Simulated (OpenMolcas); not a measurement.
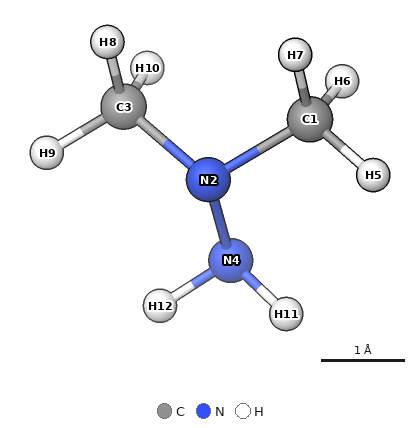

Fig. 1: The structure as given in the input (ball-and-stick view, seen at a tilt; atoms are numbered from 1 in the order of the input).

## Single-point calculation of C₂H₈N₂ (part 1 of 4)

The run: single-point calculation of C₂H₈N₂, multiplicity 3. Method and program: HF/3-21G, UHF (OpenMolcas 26.06).

The geometry is that of the parent species in another charge or spin state. The geometry comes from this level: PBE0-D4/def2-TZVP.

The program's output:
```
--- Start Module: gateway ---

                                              &GATEWAY

                       available to each process: 1.9 GB of memory, 1 thread

 Basis Set     1 Label: C.3-21G
 Basis set is read from library:.
 basistype.tbl is not found

 Basis Set     2 Label: N.3-21G
 Basis set is read from library:.
 basistype.tbl is not found

 Basis Set     3 Label: C.3-21G
 Basis set is read from library:.
 basistype.tbl is not found

 Basis Set     4 Label: N.3-21G
 Basis set is read from library:.
 basistype.tbl is not found

 Basis Set     5 Label: H.3-21G
 Basis set is read from library:.
 basistype.tbl is not found

++    Symmetry information:
      ---------------------

                    Character Table for C1

                             E
                    a        1  x, y, xy, Rz, z, xz, Ry, yz, Rx, I
--

++    Basis set information:
      ----------------------

      Basis set label: C.3-21G.........

      Electronic valence basis set:
      ------------------
      Associated Effective Charge   6.000000 au
      Associated Actual Charge      6.000000 au
      Nuclear Model: Point charge

      Shell  nPrim  nBasis  Cartesian Spherical Contaminant
         s       6       3        X
         p       3       2        X

      Basis set label: N.3-21G.........

      Electronic valence basis set:
      ------------------
      Associated Effective Charge   7.000000 au
      Associated Actual Charge      7.000000 au
      Nuclear Model: Point charge

      Shell  nPrim  nBasis  Cartesian Spherical Contaminant
         s       6       3        X
         p       3       2        X

      Basis set label: C.3-21G.........

      Electronic valence basis set:
      ------------------
      Associated Effective Charge   6.000000 au
      Associated Actual Charge      6.000000 au
      Nuclear Model: Point charge

      Shell  nPrim  nBasis  Cartesian Spherical Contaminant
         s       6       3        X
         p       3       2        X

      Basis set label: N.3-21G.........

      Electronic valence basis set:
      ------------------
      Associated Effective Charge   7.000000 au
      Associated Actual Charge      7.000000 au
      Nuclear Model: Point charge

      Shell  nPrim  nBasis  Cartesian Spherical Contaminant
         s       6       3        X
         p       3       2        X

      Basis set label: H.3-21G.........

      Electronic valence basis set:
      ------------------
      Associated Effective Charge   1.000000 au
      Associated Actual Charge      1.000000 au
      Nuclear Model: Point charge

      Shell  nPrim  nBasis  Cartesian Spherical Contaminant
         s       3       2        X
--

++    Molecular structure info:
      -------------------------

                    ************************************************
                    **** Cartesian Coordinates / bohr, angstrom ****
                    ************************************************

     Center  Label                x              y              z                     x              y              z
        1      C1              -1.038782       1.938991      -1.115789             -0.549700       1.026070      -0.590450
        2      N2               0.480727      -0.289317      -0.692849              0.254390      -0.153100      -0.366640
        3      C3               1.788437      -0.109869       1.697106              0.946400      -0.058140       0.898070
        4      N4              -1.249997      -2.407757      -0.496450             -0.661470      -1.274130      -0.262710
        5      H5              -2.000596       1.795674      -2.938959             -1.058670       0.950230      -1.555230
        6      H6              -2.476524       2.211735       0.367174             -1.310520       1.170400       0.194300
        7      H7               0.195813       3.589270      -1.179454              0.103620       1.899360      -0.624140
        8      H8               3.043517       1.525557       1.652433              1.610560       0.807290       0.874430
        9      H9               2.950146      -1.793652       1.988030              1.561150      -0.949160       1.052020
       10      H10              0.478101       0.071640       3.306605              0.253000       0.037910       1.749780
       11      H11             -2.044003      -2.570802      -2.240157             -1.081640      -1.360410      -1.185440
       12      H12             -0.126838      -3.961452      -0.347672             -0.067120      -2.096310      -0.183980

                    ***************************************
                    *    InterNuclear Distances / bohr    *
                    ***************************************

               1 C1            2 N2            3 C3            4 N4            5 H5            6 H6
    1 C1       0.000000
    2 N2       2.730045        0.000000
    3 C3       4.483679        2.730237        0.000000
    4 N4       4.395726        2.742584        4.395914        0.000000
    5 H5       2.066295        3.943243        6.283388        4.919155        0.000000
    6 H6       2.083427        4.015501        5.034725        4.856946        3.366025        0.000000
    7 H7       2.061965        3.919362        4.949210        6.206545        3.337223        3.380983
    8 H8       4.949662        3.919440        2.061999        6.206684        6.826194        5.709079
    9 H9       6.283142        3.943116        2.066236        4.918431        7.852919        6.936790
   10 H10      5.034432        4.015710        2.083365        4.857670        6.937096        4.685090
   11 H11      4.755303        3.738128        6.020451        1.922900        4.422254        5.464240
   12 H12      6.019707        3.738028        4.762782        1.922912        6.585609        6.643814

               7 H7            8 H8            9 H9           10 H10          11 H11          12 H12
    7 H7       0.000000
    8 H8       4.515298        0.000000
    9 H9       6.826064        3.337438        0.000000
   10 H10      5.707726        3.381053        3.365852        0.000000
   11 H11      6.639907        7.603636        6.589617        6.641542        0.000000
   12 H12      7.603247        6.645212        4.429750        5.475903        3.031654        0.000000

                    *******************************************
                    *    InterNuclear Distances / angstrom    *
                    *******************************************

               1 C1            2 N2            3 C3            4 N4            5 H5            6 H6
    1 C1       0.000000
    2 N2       1.444678        0.000000
    3 C3       2.372661        1.444779        0.000000
    4 N4       2.326118        1.451313        2.326217        0.000000
    5 H5       1.093436        2.086674        3.325026        2.603105        0.000000
    6 H6       1.102502        2.124912        2.664262        2.570185        1.781224        0.000000
    7 H7       1.091145        2.074037        2.619009        3.284362        1.765983        1.789139
    8 H8       2.619248        2.074078        1.091163        3.284436        3.612266        3.021115
    9 H9       3.324895        2.086607        1.093405        2.602722        4.155586        3.670791
   10 H10      2.664107        2.125022        1.102470        2.570568        3.670953        2.479243
   11 H11      2.516398        1.978132        3.185886        1.017555        2.340156        2.891551
   12 H12      3.185492        1.978079        2.520356        1.017561        3.484954        3.515755

               7 H7            8 H8            9 H9           10 H10          11 H11          12 H12
    7 H7       0.000000
    8 H8       2.389393        0.000000
    9 H9       3.612198        1.766096        0.000000
   10 H10      3.020398        1.789176        1.781132        0.000000
   11 H11      3.513687        4.023671        3.487075        3.514552        0.000000
   12 H12      4.023465        3.516495        2.344123        2.897723        1.604282        0.000000

                    **************************************
                    *    Valence Bond Angles / degree    *
                    **************************************
                          Atom centers                 Phi
                      2 N2       1 C1       5 H5       109.83
                      2 N2       1 C1       6 H6       112.38
                      2 N2       1 C1       7 H7       108.95
                      5 H5       1 C1       6 H6       108.42
                      5 H5       1 C1       7 H7       107.88
                      6 H6       1 C1       7 H7       109.29
                      1 C1       2 N2       3 C3       110.40
                      1 C1       2 N2       4 N4       106.88
                      3 C3       2 N2       4 N4       106.88
                      2 N2       3 C3       8 H8       108.95
                      2 N2       3 C3       9 H9       109.82
                      2 N2       3 C3      10 H10      112.38
                      8 H8       3 C3       9 H9       107.89
                      8 H8       3 C3      10 H10      109.30
                      9 H9       3 C3      10 H10      108.41
                      2 N2       4 N4      11 H11      105.14
                      2 N2       4 N4      12 H12      105.13
                     11 H11      4 N4      12 H12      104.05

           ***************************************************************
           *              Valence Dihedral Angles / degree               *
           ***************************************************************
                    Atom centers                       Phi1     Phi2     Theta
           3 C3       2 N2       1 C1       5 H5        110.40   109.83   179.27
           3 C3       2 N2       1 C1       6 H6        110.40   112.38   -59.96
           3 C3       2 N2       1 C1       7 H7        110.40   108.95    61.31
           4 N4       2 N2       1 C1       5 H5        106.88   109.83   -64.85
           4 N4       2 N2       1 C1       6 H6        106.88   112.38    55.92
           4 N4       2 N2       1 C1       7 H7        106.88   108.95   177.19
           1 C1       2 N2       3 C3       8 H8        110.40   108.95   -61.34
           1 C1       2 N2       3 C3       9 H9        110.40   109.82  -179.31
           1 C1       2 N2       3 C3      10 H10       110.40   112.38    59.93
           4 N4       2 N2       3 C3       8 H8        106.88   108.95  -177.23
           4 N4       2 N2       3 C3       9 H9        106.88   109.82    64.81
           4 N4       2 N2       3 C3      10 H10       106.88   112.38   -55.95
           1 C1       2 N2       4 N4      11 H11       106.88   105.14    65.92
           1 C1       2 N2       4 N4      12 H12       106.88   105.13   175.42
           3 C3       2 N2       4 N4      11 H11       106.88   105.14  -175.87
           3 C3       2 N2       4 N4      12 H12       106.88   105.13   -66.38
--

            Nuclear Potential Energy            139.60587811 au

--- Stop Module: gateway /rc=_RC_ALL_IS_WELL_ ---

--- Start Module: seward ---

                                              &SEWARD

                       available to each process: 1.9 GB of memory, 1 thread

               SEWARD will generate:
                  Multipole Moment integrals up to order  2
                  Kinetic Energy integrals
                  Nuclear Attraction integrals (point charge)
                  One-Electron Hamiltonian integrals
                  Velocity integrals
                  Orbital angular momentum around ( -0.0292  -0.2488  -0.1509 )
                  Velocity quadrupole around ( -0.0292  -0.2488  -0.1509 )
                  Two-Electron Repulsion integrals

                   Integrals are discarded if absolute value <: 1.00E-14
                   Integral cutoff threshold is set to       <: 1.00E-16

            Nuclear Potential Energy            139.60587811 au

      Basis set specifications :
      Symmetry species         a
      Basis functions           52

--- Stop Module: seward /rc=_RC_ALL_IS_WELL_ ---

--- Start Module: scf ---

                                                &SCF

                       available to each process: 1.9 GB of memory, 1 thread

++    Input section:
      --------------

      Header of the integral files:

      Cartesian coordinates in angstrom:
      -----------------------------------------------------
      No.  Label        X            Y            Z
      -----------------------------------------------------
       1   C1        -0.54970000   1.02607000  -0.59045000
       2   N2         0.25439000  -0.15310000  -0.36664000
       3   C3         0.94640000  -0.05814000   0.89807000
       4   N4        -0.66147000  -1.27413000  -0.26271000
       5   H5        -1.05867000   0.95023000  -1.55523000
       6   H6        -1.31052000   1.17040000   0.19430000
       7   H7         0.10362000   1.89936000  -0.62414000
       8   H8         1.61056000   0.80729000   0.87443000
       9   H9         1.56115000  -0.94916000   1.05202000
      10   H10        0.25300000   0.03791000   1.74978000
      11   H11       -1.08164000  -1.36041000  -1.18544000
      12   H12       -0.06712000  -2.09631000  -0.18398000
      -----------------------------------------------------
      Nuclear repulsion energy =  139.60587811
--

++    Orbital specifications:
      -----------------------

      Symmetry species               1
                                     a
      Frozen orbitals                0
      Start temperature = 0.500
      End temperature   = 0.010
      Temperature Factor= 0.460
      Deleted orbitals               0
      Total number of orbitals      52
      Number of basis functions     52
--

      Molecular charge                           0.000

++    Optimization specifications:
      ----------------------------

      SCF Algorithm: Conventional USCF
      D(i)-D(i-1) density differences are used
      Number of density matrices in core                 5
      Maximum number of NDDO SCF iterations            400
      Maximum number of HF SCF iterations              400
      Threshold for SCF energy change             1.00E-10
      Threshold for density matrix                1.00E-07
      Threshold for Fock matrix                   1.00E-07
      Threshold for linear dependence             1.00E-09
      Threshold at which DIIS is turned on        1.50E-01
      Maximum depth in the DIIS procedure                5
      Maximum depth in the BFGS Hessian update          30
      Threshold at which QNR/C2DIIS is turned on  7.50E-02
      Threshold for Norm(delta) (QNR/C2DIIS)      1.00E-05
      All orbitals punched on: UHFORB
--

      Input vectors read from INPORB
      Orbital file label: *Guess orbitals

++ Convergence information
                               UHF SCF        iterations: Energy and convergence statistics

Iter     Tot. SCF        One-elec.       Two-elec.     Energy      Max Dij or  Max Fij      DNorm      TNorm      AccCon     Time
         Energy          Energy          Energy        Change      Delta Norm                                                in Sec.
   1  -179.423378186  -523.424699483   204.395443183   0.00E+00    1.65E-01*   4.42E-01*    8.73E+00   1.00E+02   None         0.
   2  -184.381220784  -523.143713392   199.156614494  -4.96E+00*   1.64E-01*   1.42E-01*    6.69E+00   9.90E+01   EDIIS        0.
   3  -187.062854019  -530.763630036   204.094897903  -2.68E+00*   2.82E-01*   2.23E-01*    5.98E+00   1.00E+02   EDIIS        0.
   4  -187.473222207  -528.545607364   201.466507043  -4.10E-01*   5.60E-01*   3.06E-01*    5.73E+00   9.96E+01   EDIIS        0.
   5  -187.673930908  -529.214275381   201.934466359  -2.01E-01*   2.49E-01*   2.10E-01*    7.25E+00   9.98E+01   EDIIS        0.
   6  -187.867602269  -528.853217774   201.379737391  -1.94E-01*   2.69E-01*   1.31E-01*    4.21E+00   9.96E+01   EDIIS        0.
   7  -187.882163521  -529.383229335   201.895187700  -1.46E-02*   1.26E-01*   6.41E-02*    1.01E+00   9.98E+01   EDIIS        0.
   8  -187.902176137  -529.077547556   201.569493305  -2.00E-02*   6.44E-02*   2.48E-02*    1.00E+00   9.97E+01   EDIIS        0.
   9  -187.904351621  -529.211253550   201.701023815  -2.18E-03*   8.61E-02*   1.74E-02*    5.31E-01   9.97E+01   EDIIS        0.

       Fermi aufbau procedure completed!
      nOcc(alpha)=   18
      nOcc(beta) =   16
```
